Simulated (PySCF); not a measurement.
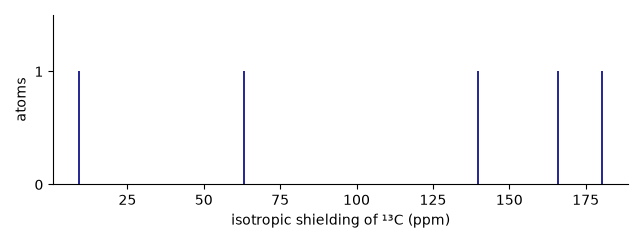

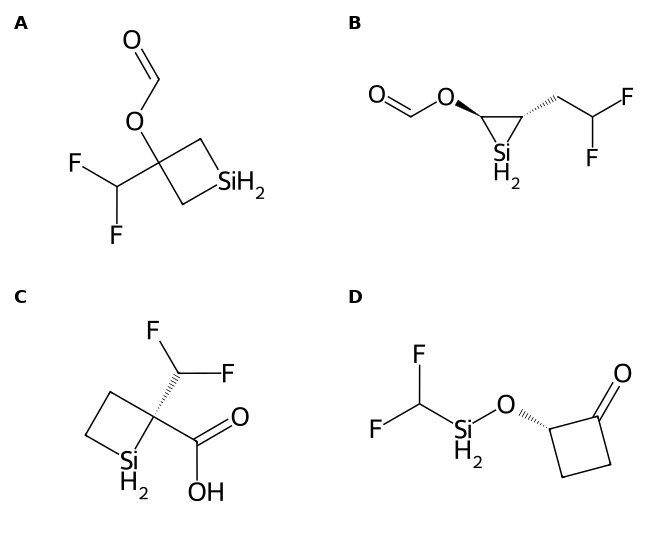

The sticks are computed shieldings of one of the molecules, for one fixed geometry (GFN2-xTB) without averaging over rotations. Low shielding means a high chemical shift. Method: GIAO PBE0/pcSseg-1 NMR shielding, non-relativistic, gas phase (PySCF 2.14.0).

**Match the spectrum to a structure.**

C, `O=C(O)[C@]1(C(F)F)CC[SiH2]1`. Its 5 C atoms give lines at 9.3, 63.3, 139.7, 165.9, 180.2 ppm.

The geometry is semi-empirical. Around Si such bond lengths and angles can be off by a tenth of an ångström or more and by several degrees, and values that hang on the shape move with them.
